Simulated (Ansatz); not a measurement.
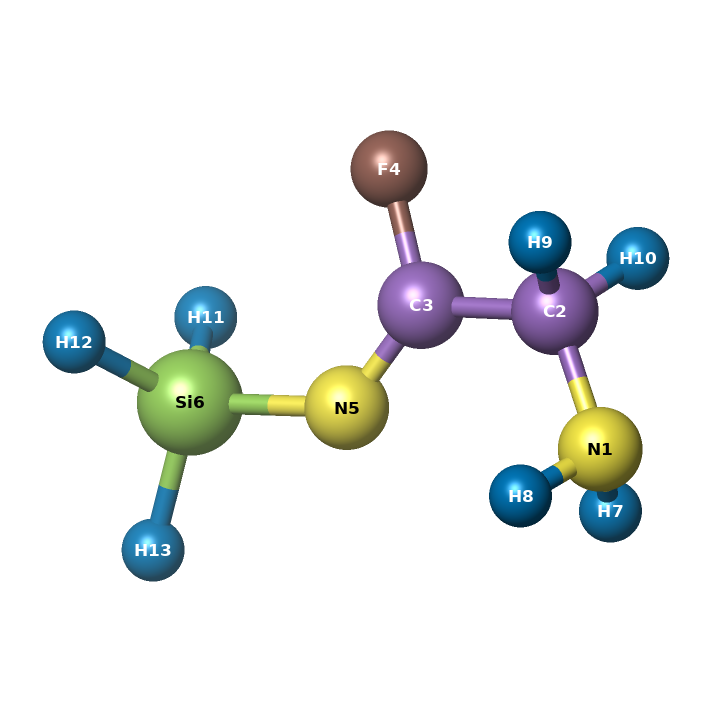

Atoms carry their numbers in the input. The computed structure is the end point of a PBE-D4/def2-SVP optimisation. No frequency run is at hand to confirm it as a minimum.

Give the bond lengths.

```csv
bond,length (Å),order
N1–C2,1.446,single
N1–H7,1.029,single
N1–H8,1.029,single
C2–C3,1.514,single
C2–H9,1.114,single
C2–H10,1.114,single
C3–F4,1.376,single
C3–N5,1.257,double
N5–Si6,1.768,single
Si6–H11,1.506,single
Si6–H12,1.505,single
Si6–H13,1.499,single
```
